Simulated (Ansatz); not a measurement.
# Fields on a plane of CdS (zinc blende)

```xyz
2
Lattice="0.0000 2.9635 2.9635 2.9635 0.0000 2.9635 2.9635 2.9635 0.0000" Properties=species:S:1:pos:R:3 pbc="T T T"
S      4.4453     4.4453     4.4453
Cd     0.0000     0.0000     0.0000
```

The slice is a {100} plane (indices of the conventional cell) through the point (0.000, 0.000, 0.000) (fractional), spanned by u = [100] and v = [0 1 -1] in vectors of this cell: u (4.19 Å) and v (4.19 Å, at 90° to u). It covers one period; positions are fractions (u, v).

Atoms on it: Cd at (0.00, 0.00).

The numbers are results of PBE (plane waves to 420 eV, PAW, scalar-relativistic; Ansatz, a quantum-chemistry and plane-wave program), not measurements. k mesh 10×10×10. Inside the PAW spheres the values are not all-electron values, and peaks at nuclei hang on which shells count as valence. CdS was relaxed with its symmetry unable to fall. The PAW data are Ansatz's earlier set.

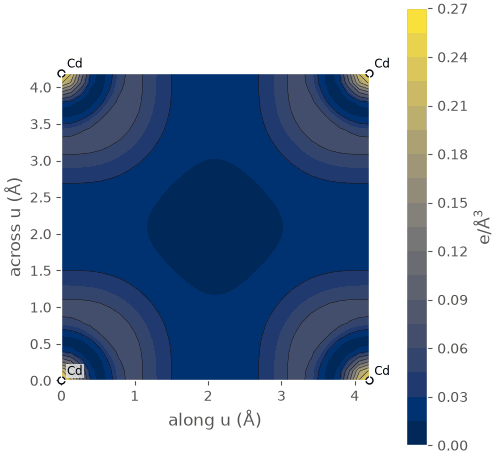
Fig. 1. Density of the lowest conduction band (whole band as if filled, smooth part) in e/Å³, one period of the plane, atoms marked. 

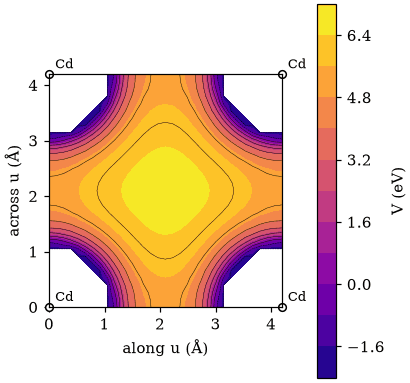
Electrostatic potential energy of an electron, from the cell's mean, in eV, one period of the plane, atoms marked. Points within 1 Å of a nucleus are left white, as the pseudised field means little there. Values under -2 eV are set to -2. The zero, the cell's mean, hangs on the PAW cores.
